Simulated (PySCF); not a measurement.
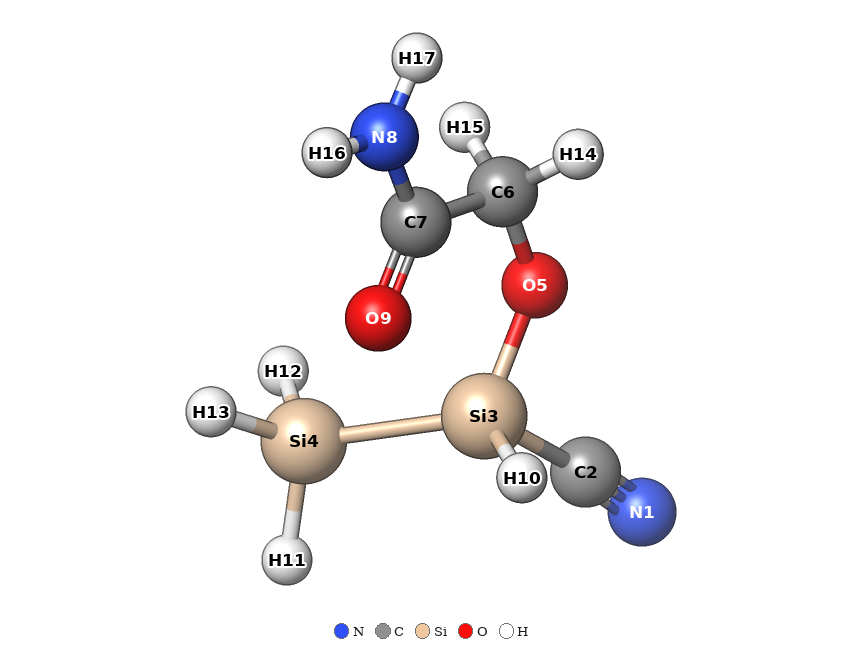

Computed geometry: GFN2-xTB optimisation. No frequency run is at hand to confirm it as a minimum. Electric field gradients from the ground-state density, PBE0/pcSseg-1 (PySCF 2.14.0), non-relativistic apart from any core potentials.

Give the largest field-gradient component, the quadrupole coupling constant and the asymmetry for 14N at N1 (Q = 20.44 mb), 17O at O5 (Q = −25.6 mb), 14N at N8 (Q = 20.44 mb), 17O at O9 (Q = −25.6 mb), 2H at H10 (Q = 2.86 mb), 2H at H11 (Q = 2.86 mb).

```tsv
atom	V_zz (a.u.)	e²qQ/h (MHz)	η
N1	−1.140	−5.48	0.03
O5	1.791	−10.77	0.43
N8	−0.947	−4.55	0.04
O9	−1.322	7.95	0.18
H10	0.156	0.105	0.05
H11	0.163	0.110	0.01
```

The geometry is semi-empirical. Around Si such bond lengths and angles can be off by a tenth of an ångström or more and by several degrees, and values that hang on the shape move with them.
